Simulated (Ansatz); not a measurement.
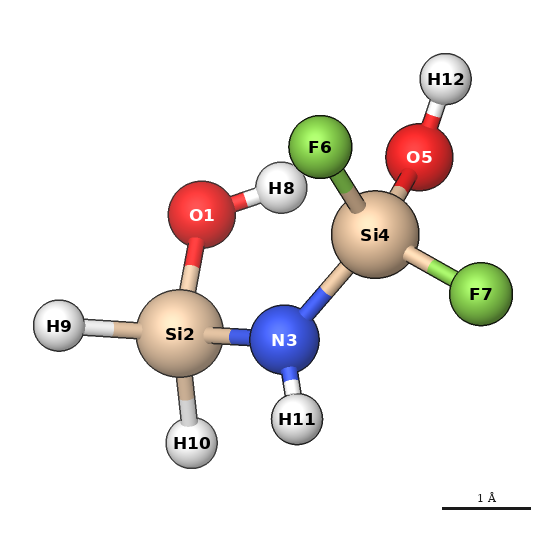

Numbered structure. The computed structure is the end point of a PBE0-D4/def2-TZVP optimisation. No frequency run is at hand to confirm it as a minimum.

Give these bond angles: O1–Si2–N3, O1–Si2–H9, O1–Si2–H10, Si2–O1–H8, Si2–N3–Si4, N3–Si2–H9, N3–Si2–H10, N3–Si4–F6, Si4–O5–H12, O5–Si4–F6, O5–Si4–F7, F6–Si4–F7.

```csv
angle,degrees
O1–Si2–N3,108.2
O1–Si2–H9,106.4
O1–Si2–H10,113.8
Si2–O1–H8,116.1
Si2–N3–Si4,129.2
N3–Si2–H9,112.8
N3–Si2–H10,106.7
N3–Si4–F6,115.1
Si4–O5–H12,117.7
O5–Si4–F6,107.3
O5–Si4–F7,111.8
F6–Si4–F7,104.9
```
